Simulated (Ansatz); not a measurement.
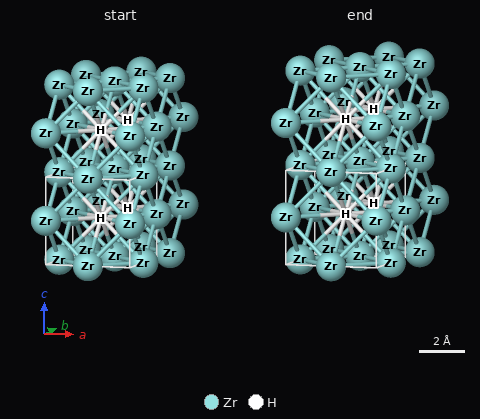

The structure of crystalline Zr₃H (a generated structure, set up in Pm-3m) (coarse preliminary run) before (left) and after (right) a relaxation, at one scale.

Style: ball-and-stick. Shown: the cell of the calculation, repeated 1 × 2 × 2 with one cell outlined, slightly off an axis.

Computed with DFT PBE, scalar-relativistic, plane waves, PAW (Ansatz 0.2.0).

Input file:
```yaml
crystal:
  lattice:
    - [3.94342739, 0.0, 0.0]
    - [0.0, 3.94342739, 0.0]
    - [0.0, 0.0, 3.94342739]
  atoms:
    - { symbol: Zr, position: [0.5, 0.0, 0.0] }
    - { symbol: Zr, position: [0.0, 0.5, 0.0] }
    - { symbol: Zr, position: [0.0, 0.0, 0.5] }
    - { symbol: H, position: [0.5, 0.5, 0.5] }
basis:
  ecutwfc: 420
kpoints:
  mp_grid: { grid: [4, 4, 4] }
hamiltonian:
  xc: pbe
scf:
  occupations: { method: gaussian, width: 0.1 }
  lower_state_search: "off"
output:
  forces: true
  stress: true
  eigenvalues: true
relax:
  adjacent_minimum: "off"
  f_tol: 0.04
  max_steps: 70
  cell: { stress_tol: 0.4 }
```

Run as
```bash
ansatz run input.yaml --threads 1 --pin off --max-ram 2560MiB --backend cpu --events-out ev --progress --plain --runs-dir out
```

> What changed between the two?

No atom moves by more than 0.005 Å relative to the cell. The volume changes by +25.2 %, with a = b = c 3.943 → 4.251 Å (+7.8 %). Near-neighbour distances that change, for instance: Zr1–Zr2 2.788 → 3.006 Å, Zr1–H4 2.788 → 3.006 Å. The space group stays Pm-3m (No. 221). The energy falls by 250 meV per atom in 3 accepted moves (4 points after the start). All forces vanish by symmetry, so only the cell relaxes. Pressure: 24.14 GPa at the start and 0.16 GPa at the end. At 1 point the geometry stayed and the basis and grid were re-selected for the new cell (energy shift of 1.7 meV per atom at most each time). Cost: 12 s on 1 thread of Intel(R) Xeon(R) Processor @ 2.50GHz (Skylake/Cascade Lake) (shared host), peak memory 0.35 GiB.

Limits of the set-up: the k-point mesh is coarse for a cell with partly filled bands.
